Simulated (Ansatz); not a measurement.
# Calculations on CH₅GaSn

**1. Relaxation**

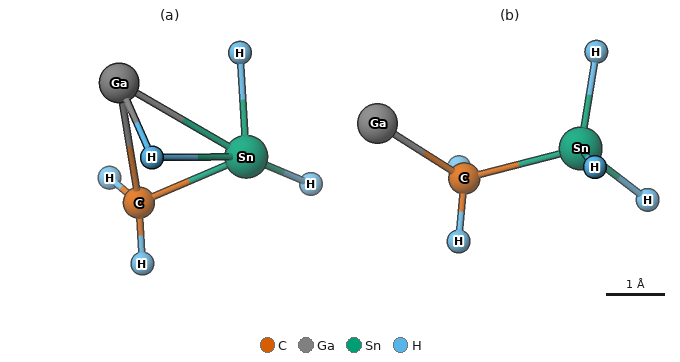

The structure of CH$_{5}$GaSn before (left) and after (right) a relaxation, at one scale.

A ball-and-stick model, seen at a tilt.

The run prepares an end point of a later path (inversion) calculation, from a guessed geometry.

All numbers below come from Ansatz, RKS PBE0/def2-SVP.

Input
```yaml
crystal:
  periodic: [false, false, false]
  atoms:
    - { symbol: C, position_ang: [-0.8638, 0.3986, -0.5118] }
    - { symbol: Ga, position_ang: [1.1421, 1.6629, 0.2369] }
    - { symbol: Sn, position_ang: [0.2683, -0.8898, 0.6209] }
    - { symbol: H, position_ang: [-1.8935, 0.1134, -0.4979] }
    - { symbol: H, position_ang: [-0.5529, 0.4422, -1.5915] }
    - { symbol: H, position_ang: [-0.0093, 1.2933, 1.1863] }
    - { symbol: H, position_ang: [2.0182, -0.552, 0.3318] }
    - { symbol: H, position_ang: [-0.017, -2.5257, 0.1695] }
basis:
  gaussian: { orbitals: def2-SVP }
hamiltonian:
  xc: pbe0
relax:
  f_tol: 0.015
  max_steps: 40
```

Command:
```bash
ansatz run input.yaml --threads 2 --pin off --max-ram 3072MiB --backend cpu --events-out ev --progress --plain --runs-dir out
```

Describe what moved and what it gained.

The atom that moves furthest after the best rigid fit is H6 (1.80 Å). Largest moves by element: H 1.80 Å, Ga 1.64 Å, C 0.50 Å, Sn 0.20 Å. Near-neighbour distances that change, for instance: Ga2–H6 1.537 → 4.041 Å, Ga2–Sn3 2.725 → 3.573 Å, Sn3–H6 2.272 → 1.720 Å, C1–Ga2 2.486 → 2.034 Å. Bonds break, among them: Ga2–H6 (1.54 → 4.04 Å). Bond angles that change, for instance: Ga2–C1–H4 155.4° → 109.4°, Ga2–C1–Sn3 73.0° → 117.0°, Ga2–C1–H5 92.7° → 109.5°. Over 22 geometry steps the energy falls by 4.188 eV. The largest force component goes from 2.5 to 0.0059 eV/Å. The forces were under the threshold at step 14, but the run went on from there. Cost: 27 s on 2 threads of AMD EPYC 9R45 96-Core Processor (Zen 5), on a shared host, peak memory 0.25 GiB.

**2. Relaxation**

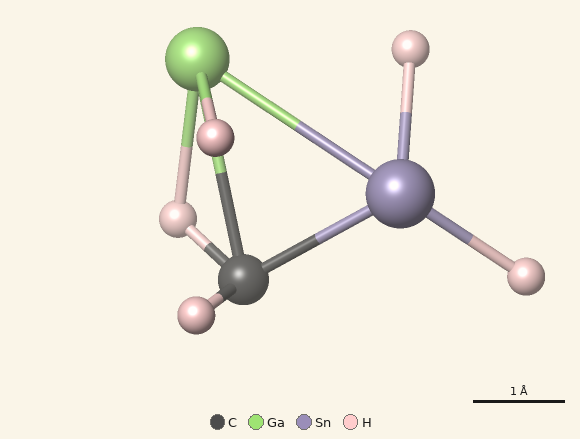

CH5GaSn, before the relaxation. The picture is a ball-and-stick view, seen face on.

The run prepares an end point of a later path (inversion) calculation, from a guessed geometry.

The calculation used RKS PBE0/def2-SVP in Ansatz.

Input file:
```yaml
crystal:
  periodic: [false, false, false]
  atoms:
    - { symbol: C, position_ang: [-0.8638, 0.3986, -0.5118] }
    - { symbol: Ga, position_ang: [1.1421, 1.6629, 0.2369] }
    - { symbol: Sn, position_ang: [0.2683, -0.8898, 0.6209] }
    - { symbol: H, position_ang: [-1.64922, 0.82853, 0.07138] }
    - { symbol: H, position_ang: [-0.2759, 1.2531, -0.94598] }
    - { symbol: H, position_ang: [-0.0093, 1.2933, 1.1863] }
    - { symbol: H, position_ang: [2.0182, -0.552, 0.3318] }
    - { symbol: H, position_ang: [-0.017, -2.5257, 0.1695] }
basis:
  gaussian: { orbitals: def2-SVP }
hamiltonian:
  xc: pbe0
relax:
  f_tol: 0.015
  max_steps: 40
output:
  orbitals: {}
```

Command:
```bash
ansatz run input.yaml --threads 2 --pin off --max-ram 3072MiB --backend cpu --events-out ev --progress --plain --runs-dir out
```

**Where does the relaxation end?**

The atom that moves furthest after the best rigid fit is H6 (1.93 Å). By element the largest moves are H 1.93 Å, Ga 1.58 Å, C 0.69 Å, Sn 0.32 Å. Some distances before and after: Ga2–H6 1.537 → 3.842 Å, Ga2–Sn3 2.725 → 3.561 Å, Ga2–H5 1.892 → 2.634 Å, Sn3–H6 2.272 → 1.721 Å. New bonds form, among them: Sn3–H6 (2.27 → 1.72 Å). Bonds break, among them: Ga2–H6 (1.54 → 3.84 Å). Bond angles that change, for instance: Ga2–C1–H5 46.2° → 110.5°, Ga2–C1–Sn3 73.0° → 116.3°, Sn3–C1–H5 113.7° → 106.8°. After 26 geometry steps the energy has fallen by 5.171 eV. Largest force component: 3.3 eV/Å at the start, 0.0043 eV/Å at the end. The forces were under the threshold at step 19, but the run went on from there. Cost: 33 s on 2 threads of AMD EPYC 9R45 96-Core Processor (Zen 5) (shared host), peak memory 0.25 GiB.

Final geometry:

```xyz
8

C    -0.4257    0.9328   -0.5130
Ga    0.1235    2.8336   -0.0429
Sn    0.4638   -0.6393    0.6655
H    -1.5222    0.8374   -0.3931
H    -0.1913    0.7115   -1.5715
H     0.5461   -0.1675    2.3188
H     2.0636   -0.9447    0.1197
H    -0.4445   -2.0949    0.5755
```

The end point in the same view:

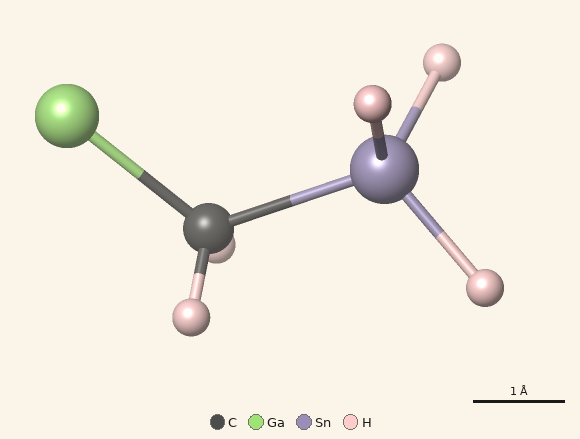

**3. Path**

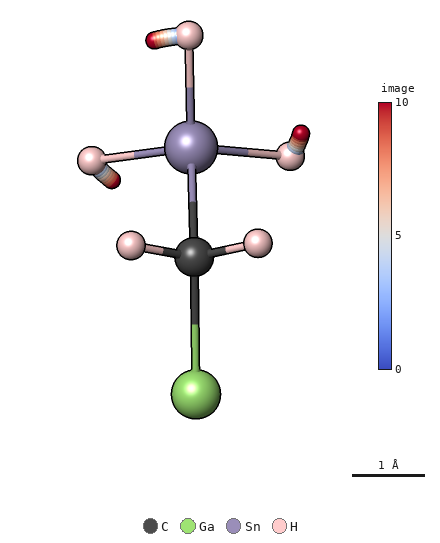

A nudged-elastic-band calculation for CH₅GaSn. Images are numbered from 0 (start) to 10 (end). The start is drawn whole; smaller spheres mark the moving atoms (H) in the later images, joined by lines and coloured by the number of the image. A ball-and-stick model, seen from a free direction.

All numbers below come from RKS PBE0/def2-SVP in Ansatz 0.2.0.

Input file:
```yaml
crystal:
  periodic: [false, false, false]
  atoms:
    - { symbol: C, position_ang: [-0.576202, 0.632496, -0.70313] }
    - { symbol: Ga, position_ang: [0.047663, 2.568312, -0.69333] }
    - { symbol: Sn, position_ang: [0.464898, -0.737449, 0.595885] }
    - { symbol: H, position_ang: [-1.645435, 0.589011, -0.419285] }
    - { symbol: H, position_ang: [-0.493199, 0.223275, -1.728609] }
    - { symbol: H, position_ang: [0.342639, -0.208415, 2.227437] }
    - { symbol: H, position_ang: [2.130369, -0.796588, 0.173046] }
    - { symbol: H, position_ang: [-0.178633, -2.327743, 0.492186] }
basis:
  gaussian: { orbitals: def2-SVP }
hamiltonian:
  xc: pbe0
neb:
  order_check: false
  images: 9
  f_tol: 0.03
  max_iterations: 60
  initial_path: idpp
  final_atoms:
    - { symbol: C, position_ang: [-0.55073805, 0.62561835, -0.73499898] }
    - { symbol: Ga, position_ang: [-0.16155001, 2.60375369, -0.468587] }
    - { symbol: Sn, position_ang: [0.4651492, -0.73669862, 0.59304877] }
    - { symbol: H, position_ang: [-1.63564133, 0.45291929, -0.59721647] }
    - { symbol: H, position_ang: [-0.29798965, 0.31568327, -1.76659683] }
    - { symbol: H, position_ang: [0.50676798, -0.0906126, 2.18792072] }
    - { symbol: H, position_ang: [2.08519855, -0.96397927, 0.06925374] }
    - { symbol: H, position_ang: [-0.31909669, -2.26378511, 0.66137605] }
```

Command:
```bash
ansatz run input.yaml --threads 2 --pin off --max-ram 3072MiB --backend cpu --events-out ev --progress --plain --runs-dir out
```

What moves, how far, and at what cost in energy?

Answer. The motion is an umbrella inversion at the C atom. No bond forms or breaks between the ends. No barrier shows: the energy is highest at the end, and the end lies 0.002 eV above the start. The band converged in 3 iterations. The largest component of the band force went from 0.14 to 0.011 eV/Å.

The run took 40 s on 2 threads of AMD EPYC 9R45 96-Core Processor (Zen 5), with other jobs on the host, peak memory 0.25 GiB.
